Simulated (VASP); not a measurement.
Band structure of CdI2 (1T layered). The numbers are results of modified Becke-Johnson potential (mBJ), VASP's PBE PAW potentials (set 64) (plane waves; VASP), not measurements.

mBJ is a potential without an energy functional, so only the levels count. The path is coarsely sampled, so an indirect gap can come out somewhat too large. Without a dispersion term in the relaxation, distances and binding between the weakly bound layers, chains or molecules are unreliable, and so is what depends on them. Unless said otherwise, spin-orbit coupling is left out, though it shifts the bands of the heavy elements here.

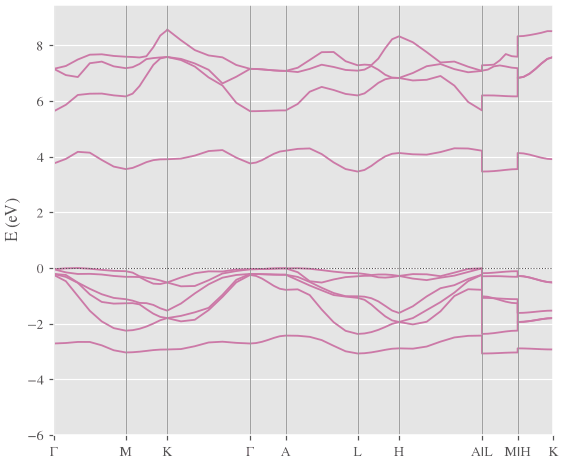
Fig. 1. Bands along high-symmetry lines, zero at the valence-band maximum or, without a gap, the Fermi level

Q: Read the plot: is there a gap, and where are the band edges?

A: The gap is indirect, 3.47 eV, from the valence maximum at Γ-M at 0.33 to the conduction minimum at L.

The compound is CdI2 in the 1T layered structure. It was relaxed first, which changed the volume by +15 %. The cell's shape comes from a PBE relaxation.
